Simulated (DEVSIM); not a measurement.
Structure: Schottky contact on p-type GaAs, at 300 K.

```
layer (left to right)  material  thickness (μm)  Na (cm⁻³)  τn (s)  τp (s)
---------------------  --------  --------------  ---------  ------  ------
1                          GaAs            19.0     3.2e16  3.7e-9  3.7e-9
```

Left contact: Schottky, work function 4.674 eV, emission velocity 3.3e6 cm/s. Right contact: ohmic. Voltage is applied to the left contact. Recombination: SRH at mid-gap. Mobility is μmin + (μ − μmin)/(1 + (N/Nref)^α).

Constants are typed, rounded textbook-type inputs, not results; the design itself was drawn at random and stands for no fabricated device. Values at 300 K.

| parameter | GaAs |
|---|---|
| gap (eV) | 1.424 |
| affinity (eV) | 4.07 |
| permittivity | 12.9 |
| Nc (cm⁻³) | 4.7e17 |
| Nv (cm⁻³) | 9e18 |
| μn (cm²/Vs) | 8500 |
| μp (cm²/Vs) | 400 |
| μn,min | 500 |
| μp,min | 20 |
| Nref,n | 6e16 |
| Nref,p | 1.5e17 |
| αn | 0.39 |
| αp | 0.38 |

Simulated with DEVSIM: 1D drift-diffusion, Boltzmann statistics, complete ionisation; no tunnelling, impact ionisation, image-force lowering or self-heating. Metal contacts follow the ideal Schottky-Mott rule: no Fermi-level pinning, no interface dipoles.

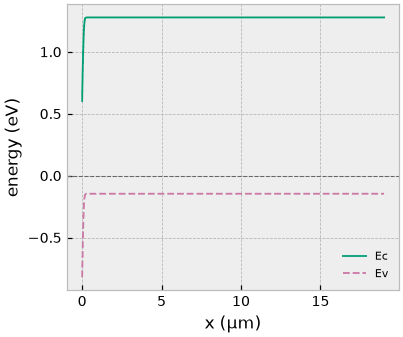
Figure. Band edges at zero bias

Energies count from the Fermi level of the right contact; mesh points crowd at the junctions.

| x (μm) | Ec (eV) | Ev (eV) | n (cm⁻³) | p (cm⁻³) | field (V/cm) |
|---|---|---|---|---|---|
| 0.000 | 0.604 | -0.820 | 3.4e7 | 150000 | 76000 |
| 0.01679 | 0.726 | -0.698 | 300000 | 1.7e7 | 69000 |
| 0.04530 | 0.904 | -0.520 | 310 | 1.6e10 | 56000 |
| 0.08900 | 1.105 | -0.319 | < 1e2 | 4.0e13 | 36000 |
| 0.2018 | 1.274 | -0.150 | < 1e2 | 2.7e16 | 1800 |
| 0.3595 | 1.278 | -0.146 | < 1e2 | 3.2e16 | ≈ 0 |
| 0.6271 | 1.278 | -0.146 | < 1e2 | 3.2e16 | ≈ 0 |
| 1.277 | 1.278 | -0.146 | < 1e2 | 3.2e16 | ≈ 0 |
| 2.185 | 1.278 | -0.146 | < 1e2 | 3.2e16 | ≈ 0 |
| 3.726 | 1.278 | -0.146 | < 1e2 | 3.2e16 | ≈ 0 |
| 6.089 | 1.278 | -0.146 | < 1e2 | 3.2e16 | ≈ 0 |
| 11.56 | 1.278 | -0.146 | < 1e2 | 3.2e16 | ≈ 0 |
| 14.63 | 1.278 | -0.146 | < 1e2 | 3.2e16 | ≈ 0 |
| 16.44 | 1.278 | -0.146 | < 1e2 | 3.2e16 | ≈ 0 |
| 17.73 | 1.278 | -0.146 | < 1e2 | 3.2e16 | ≈ 0 |
| 18.26 | 1.278 | -0.146 | < 1e2 | 3.2e16 | ≈ 0 |
| 18.57 | 1.278 | -0.146 | < 1e2 | 3.2e16 | ≈ 0 |
| 18.75 | 1.278 | -0.146 | < 1e2 | 3.2e16 | ≈ 0 |
| 18.89 | 1.278 | -0.146 | < 1e2 | 3.2e16 | ≈ 0 |
| 18.94 | 1.278 | -0.146 | < 1e2 | 3.2e16 | ≈ 0 |
| 18.98 | 1.278 | -0.146 | < 1e2 | 3.2e16 | ≈ 0 |
| 19.00 | 1.278 | -0.146 | < 1e2 | 3.2e16 | ≈ 0 |
